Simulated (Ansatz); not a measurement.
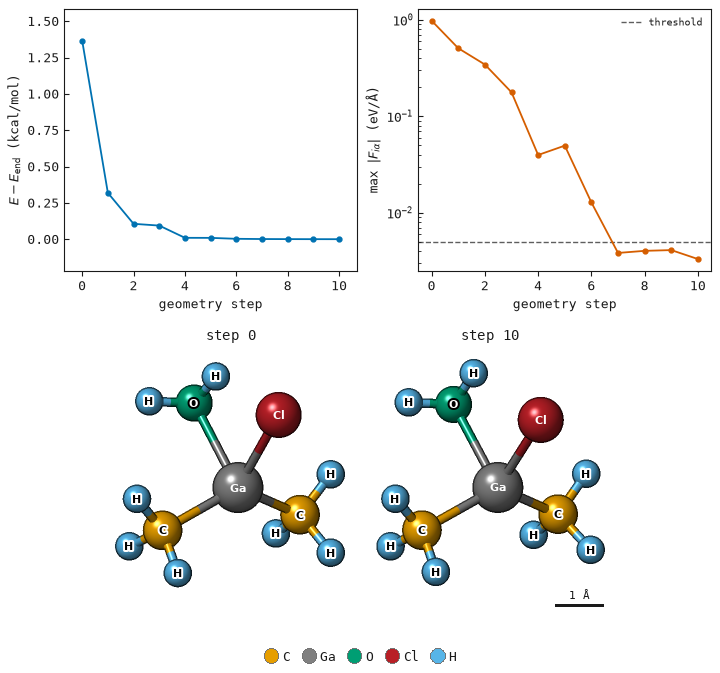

First and last geometry of a relaxation of C2H8ClGaO, with the history of the run. A ball-and-stick model, seen at a tilt.

The start comes from PBE-D4/def2-SVP.

All numbers below come from Ansatz, RKS PBE0-D4/def2-TZVP.

Input file:
```yaml
crystal:
  periodic: [false, false, false]
  atoms:
    - {symbol: C, position_ang: [-1.825430, 0.255101, -0.871754]}
    - {symbol: Ga, position_ang: [0.058498, 0.004826, -0.362133]}
    - {symbol: C, position_ang: [1.027997, -1.554777, 0.368467]}
    - {symbol: O, position_ang: [0.342407, 1.471338, 1.254055]}
    - {symbol: Cl, position_ang: [1.455830, 1.396568, -1.490675]}
    - {symbol: H, position_ang: [-2.504689, -0.097208, -0.069924]}
    - {symbol: H, position_ang: [-2.030103, 1.323964, -1.074446]}
    - {symbol: H, position_ang: [-2.048218, -0.320723, -1.792724]}
    - {symbol: H, position_ang: [2.082528, -1.301085, 0.594676]}
    - {symbol: H, position_ang: [0.541862, -1.946261, 1.285464]}
    - {symbol: H, position_ang: [1.034199, -2.372046, -0.381182]}
    - {symbol: H, position_ang: [0.965471, 1.104300, 1.912191]}
    - {symbol: H, position_ang: [0.920247, 2.001204, 0.642885]}
basis:
  gaussian: {orbitals: def2-TZVP}
hamiltonian: {xc: pbe0, dispersion: d4}
relax: {f_tol: 0.005, max_steps: 150}
```

Command:
```bash
ansatz run in.yaml --threads 4 --pin off --events-out ev --progress --plain --max-ram 11315MiB
```

What do the curves and the structures tell?

It converged. The energy falls by 1.37 kcal/mol in 10 geometry steps. The largest force component goes from 0.98 to 0.0033 eV/Å. Cl5 moves most after the best rigid fit: 0.14 Å. By element the largest moves are Cl 0.14 Å, H 0.11 Å, O 0.05 Å, Ga 0.04 Å, C 0.03 Å. Near-neighbour distances that change, for instance: Ga2–Cl5 2.272 → 2.234 Å, O4–H13 0.994 → 0.971 Å, Ga2–O4 2.201 → 2.183 Å, C1–H6 1.108 → 1.092 Å. Bond angles that change, for instance: Ga2–O4–H13 88.8° → 96.2°, O4–Ga2–Cl5 82.9° → 86.4°, Ga2–O4–H12 109.0° → 111.7°. Cost: 56 s on 4 threads of Arm Neoverse V2, on a shared host.

```tsv
step	E − E(0), kcal/mol	largest force component, eV/Å
0	0.00	0.9802
1	-1.05	0.5077
2	-1.26	0.3439
3	-1.27	0.1773
4	-1.36	0.0397
5	-1.36	0.0496
6	-1.36	0.0128
7	-1.37	0.0038
8	-1.37	0.0040
9	-1.37	0.0041
10	-1.37	0.0033
```
